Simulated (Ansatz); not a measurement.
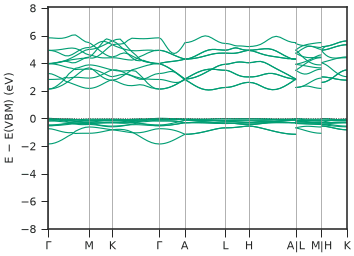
Figure: Band structure from DFT-r²SCAN in the program Ansatz with PAW potentials

The gap is 2.04 eV; an edge lies off the plotted path or next to a special point (maximum at Γ, minimum off the standard path).

**Question.** Pick the material that matches.
A. Li2O2, P6_3/mmc (Li on 2a, Li on 2c, O on 4f)
B. Cs2Pt, P6_3/mmc (Cs on 2d, Cs on 2a, Pt on 2c)
C. Te2Mo, P6_3/mmc (Te on 4f, Mo on 2c)
D. Si, P6_3/mmc (Si on 4e, Si on 4f, Si on 4f)

**Answer.** B, Cs2Pt, P6_3/mmc (Cs on 2d, Cs on 2a, Pt on 2c)

The first step of the workflow began from a Materials Project structure, measured or hypothetical; the Crystallography Open Database copy checked does not list it. Its standing as an ambient phase is unchecked. Symmetry was held in the r²SCAN relaxation; whether a distortion lowers the energy is not shown. The run is not spin-polarised. Spin–orbit coupling is left out wherever it is not named.

Potentials: the later of the program's two PAW sets.
